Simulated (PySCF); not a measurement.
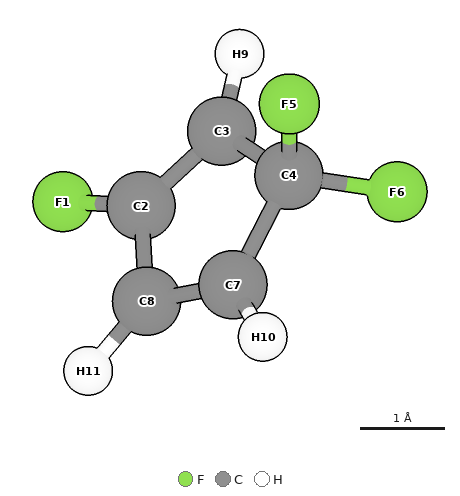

**Figure 1.** The structure as given in the input (ball-and-stick view, seen at a tilt; atoms are numbered from 1 in the order of the input).

**Two runs on C5H3F3**

System: C5H3F3, SMILES FC1=CC(F)(F)C=C1.
Method of run A: TDDFT PBE0/def2-SVPD, vertical, gas phase, core orbitals frozen in the response (PySCF 2.14.0).

The geometry comes from this level: PBE0-D3(BJ)/def2-SVP. Text and figures count atoms from 1; the logs count them from 0 in places.

**The input, run A**
```
{"job": {"kind": "uv", "xc": "PBE0", "basis": "def2-SVPD", "ip": true}, "charge": 0, "multiplicity": 1}
F      2.332301    -0.094061    -1.147563
C      1.155456    -0.077965    -0.559853
C      0.498681    -1.112357    -0.028699
C     -0.798977    -0.559140     0.507779
F     -0.926732    -0.763111     1.840727
F     -1.874086    -1.142950    -0.071704
C     -0.749763     0.928039     0.191669
C      0.400641     1.192573    -0.432254
H      0.788307    -2.159145     0.021481
H     -1.555260     1.609542     0.463691
H      0.764718     2.152053    -0.800284
```

The first line tells a small driver script what to run in PySCF; the rest is the geometry in Å.

Launched with:
```bash
OMP_NUM_THREADS=1 python <driver script> task.json out
```

Hardware: 1 CPU thread, shared host.

**Output (run A)**
```
coarse grid: 10552 points
cycle   1  E = -490.7949128775  dE =  1.376e+00  |g| = 7.397e-01  |ddm| = 5.560e+00
cycle   2  E = -490.7110422838  dE =  8.387e-02  |g| = 1.037e+00  |ddm| = 1.936e+00
cycle   3  E = -490.8936065716  dE = -1.826e-01  |g| = 9.640e-02  |ddm| = 1.130e+00
cycle   4  E = -490.8954227779  dE = -1.816e-03  |g| = 3.560e-02  |ddm| = 2.654e-01
cycle   5  E = -490.8956909847  dE = -2.682e-04  |g| = 1.522e-02  |ddm| = 9.793e-02
cycle   6  E = -490.8957455567  dE = -5.457e-05  |g| = 4.006e-03  |ddm| = 3.159e-02
cycle   7  E = -490.8957493174  dE = -3.761e-06  |g| = 6.410e-04  |ddm| = 6.208e-03
final grid: 106968 points
cycle   8  E = -490.9633883675  dE = -2.786e-05  |g| = 7.077e-03  |ddm| = 8.897e-02
cycle   9  E = -490.9633781178  dE =  1.025e-05  |g| = 1.056e-02  |ddm| = 2.242e-02
cycle  10  E = -490.9633988141  dE = -2.070e-05  |g| = 7.028e-04  |ddm| = 1.236e-02
cycle  11  E = -490.9633989133  dE = -9.921e-08  |g| = 1.910e-04  |ddm| = 1.208e-03
cycle  12  E = -490.9633989188  dE = -5.509e-09  |g| = 9.882e-05  |ddm| = 5.311e-04
cycle  13  E = -490.9633989210  dE = -2.224e-09  |g| = 2.470e-05  |ddm| = 1.884e-04
cycle  14  E = -490.9633989212  dE = -1.381e-10  |g| = 7.794e-06  |ddm| = 5.599e-05
converged SCF energy = -490.9633989212

Static polarisability (au): isotropic 56.070, principal 41.406 59.091 67.712

Singlet excitations
state   eV       nm        f      main configurations
  1   4.2915    288.9   0.03714   H->L 0.99
  2   6.1501    201.6   0.00007   H-1->L 0.99
  3   6.8135    182.0   0.04215   H-2->L 0.69, H->L+3 0.30
  4   7.0406    176.1   0.00001   H->L+1 0.95
  5   7.2598    170.8   0.01121   H->L+2 0.91
  6   7.3605    168.4   0.00104   H-3->L 0.98
  7   7.7321    160.3   0.00807   H->L+4 0.92
  8   7.8651    157.6   0.00747   H->L+5 0.89
  9   8.1413    152.3   0.00628   H-4->L 0.94
 10   8.2897    149.6   0.17511   H-5->L 0.59, H->L+3 0.27, H-2->L 0.10

Triplet excitations (Tamm-Dancoff, eV): 2.5239 4.7841 5.7960 6.7114
Vertical ionisation energy (delta-SCF) = 9.3979 eV
Vertical electron affinity (delta-SCF) = 0.0895 eV
```

The input of run B differs as follows (lines with − go, lines with + come):
```diff
-"basis": "def2-SVPD"
-"ip": true
+"basis": "6-31G*"
```

What does this change do to the results?

The total energy of run B is 203.7 kcal/mol lower, which measures the change of basis and not a stability. The HOMO goes from −7.29 to −6.84 eV. The LUMO goes from −2.07 to −1.53 eV. The dipole moment goes from 1.75 to 1.60 D. The lowest excitation goes from 4.29 to 4.39 eV. The strongest computed line goes from 8.29 to 8.96 eV. Diffuse functions give room to the loosely bound empty orbitals, which lowers the LUMO. The number of SCF iterations is the same. The basis functions go from 193 to 118.

**Output (run B)**
```
coarse grid: 10552 points
cycle   1  E = -491.1902077886  dE =  1.443e+00  |g| = 8.266e-01  |ddm| = 3.435e+00
cycle   2  E = -491.0886441513  dE =  1.016e-01  |g| = 1.156e+00  |ddm| = 1.378e+00
cycle   3  E = -491.3103722002  dE = -2.217e-01  |g| = 9.249e-02  |ddm| = 8.553e-01
cycle   4  E = -491.3122588134  dE = -1.887e-03  |g| = 2.917e-02  |ddm| = 1.164e-01
cycle   5  E = -491.3124270492  dE = -1.682e-04  |g| = 1.438e-02  |ddm| = 3.765e-02
cycle   6  E = -491.3124768565  dE = -4.981e-05  |g| = 3.408e-03  |ddm| = 1.483e-02
cycle   7  E = -491.3124795929  dE = -2.736e-06  |g| = 8.010e-04  |ddm| = 3.436e-03
final grid: 106968 points
cycle   8  E = -491.2879680866  dE = -2.397e-05  |g| = 8.707e-03  |ddm| = 2.075e-02
cycle   9  E = -491.2879530066  dE =  1.508e-05  |g| = 1.298e-02  |ddm| = 1.743e-02
cycle  10  E = -491.2879834211  dE = -3.041e-05  |g| = 7.692e-04  |ddm| = 1.049e-02
cycle  11  E = -491.2879835451  dE = -1.239e-07  |g| = 2.861e-04  |ddm| = 9.798e-04
cycle  12  E = -491.2879835614  dE = -1.638e-08  |g| = 1.221e-04  |ddm| = 3.709e-04
cycle  13  E = -491.2879835650  dE = -3.606e-09  |g| = 2.334e-05  |ddm| = 1.185e-04
cycle  14  E = -491.2879835651  dE = -1.030e-10  |g| = 1.030e-05  |ddm| = 2.491e-05
converged SCF energy = -491.2879835651

Static polarisability (au): isotropic 45.453, principal 26.191 50.851 59.318

Singlet excitations
state   eV       nm        f      main configurations
  1   4.3948    282.1   0.03776   H->L 0.99
  2   6.0719    204.2   0.00000   H-1->L 0.99
  3   6.9239    179.1   0.04920   H-2->L 0.73, H->L+1 0.26
  4   7.3810    168.0   0.00052   H-3->L 0.99
  5   8.0377    154.3   0.00026   H->L+2 0.95
  6   8.1291    152.5   0.00802   H-4->L 0.93
  7   8.1400    152.3   0.01420   H-5->L 0.93
  8   8.8133    140.7   0.02576   H-6->L 0.96
  9   8.9608    138.4   0.43764   H->L+1 0.62, H-2->L 0.22
 10   9.1267    135.8   0.00150   H-7->L 0.93

Triplet excitations (Tamm-Dancoff, eV): 2.5521 4.8252 5.7147 6.8707
```

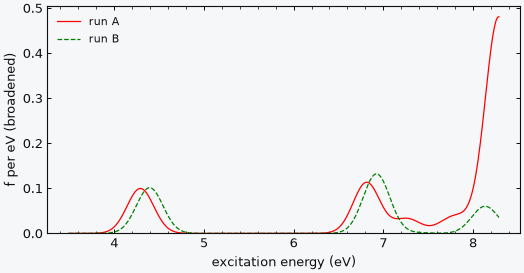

**Figure 2.** Absorption of the two runs from their computed states, each broadened by a Gaussian of 0.35 eV full width; the range ends where the shorter list of states ends.

**The two runs side by side**

```csv
quantity,run A,run B
outcome,converged,converged
total energy (hartree),−490.963399,−491.287984
HOMO (eV),−7.29,−6.84
LUMO (eV),−2.07,−1.53
dipole moment (D),1.75,1.60
lowest excitation (eV),4.29,4.39
SCF iterations,14,14
strongest computed line (eV),8.29,8.96
basis functions,193,118
wall time (shared host),1.8 min,18 s
```
